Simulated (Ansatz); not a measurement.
```xyz
10

C    -1.6414   -0.5467   -0.1042
Sn    0.2537    0.3560   -0.2759
N     1.7910   -0.2240    0.8670
F     0.8717    0.1482   -2.0796
F     0.0310    2.2460   -0.0168
H    -2.0126   -0.4141    0.9110
H    -1.5548   -1.6081   -0.3319
H    -2.3159   -0.0671   -0.8116
H     2.6081   -0.4263    0.3024
H     2.0522    0.4846    1.5425
```

Geometry: PBE0-D4/def2-TZVP; core potentials replace the inner electrons of Sn.

Theory: RKS PBE0-D4/def2-TZVPP in Ansatz.

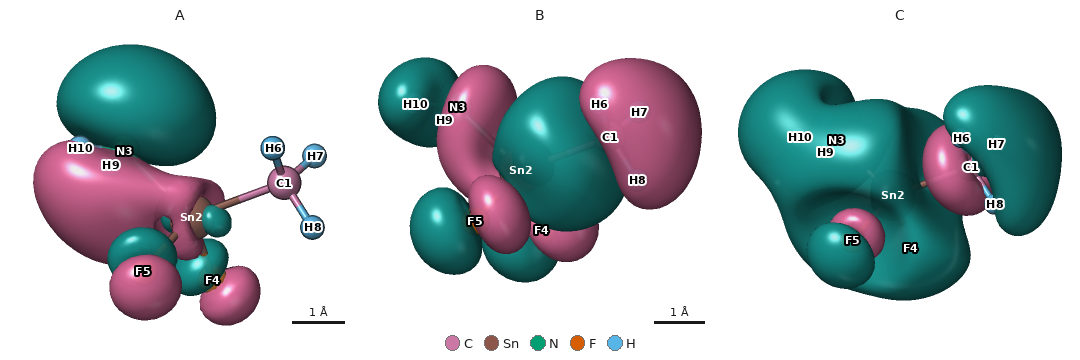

CH5F2NSn (SMILES [CH3][Sn]([NH2])([F])[F]). Three frontier orbitals at ±0.05 Å⁻³ᐟ² (teal and pink are the two phases), in no order.

**Which picture is the HOMO−1, the HOMO and the LUMO?**

B is the HOMO−1 (−9.42 eV). Its weight (Hirshfeld) is mainly on C1 (about 35 %), Sn2 (about 20 %), F5 (about 10 %), F4 (about 10 %) and N3 (about 10 %). A is the HOMO (−8.15 eV). Its weight (Hirshfeld) is mainly on N3 (about 70 %) and Sn2 (about 10 %); largely a lone pair of N3. C is the LUMO (−0.96 eV). It lies mainly on Sn2 (about 40 %), C1 (about 15 %), N3 (about 15 %), F5 (about 10 %) and F4 (about 5 %).

**What is the HOMO–LUMO gap?**

7.19 eV between the orbital energies.
